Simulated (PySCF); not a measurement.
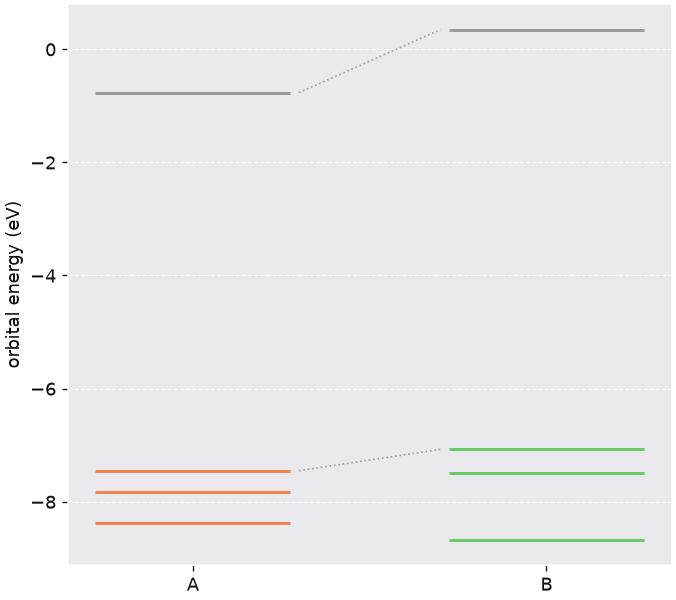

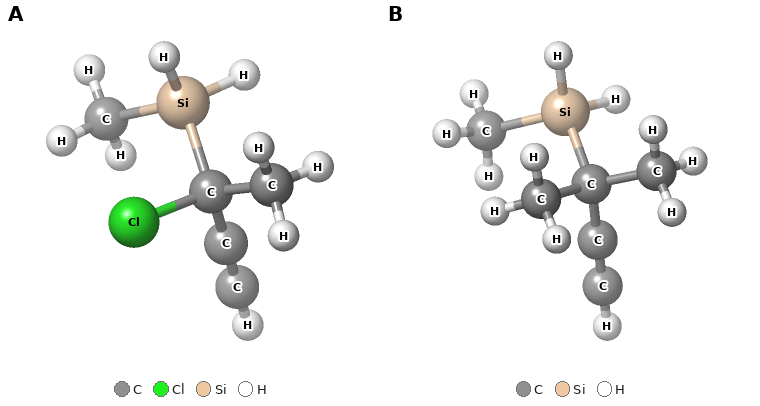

Related molecules: A is C₅H₉ClSi, SMILES C#C[C@](C)(Cl)[SiH2]C; B is C₆H₁₂Si, SMILES C#CC(C)(C)[SiH2]C. Frontier orbital energies, B3LYP/def2-SVPD with PySCF, at a GFN2-xTB geometry (no frequency check); drawn are at most three filled levels and, in grey, the LUMO with any level within 0.03 eV of it; dotted lines join the HOMOs and the LUMOs.

What does the change do to the frontier levels?

From A to B the HOMO rises by 0.38 eV and the LUMO rises by 1.11 eV, so the separation goes from 6.69 to 7.42 eV.

Limits of at least one run: empty levels above zero depend strongly on the basis; one conformer of a flexible molecule; the tight-binding geometry is rougher than a DFT one and adds to the error.
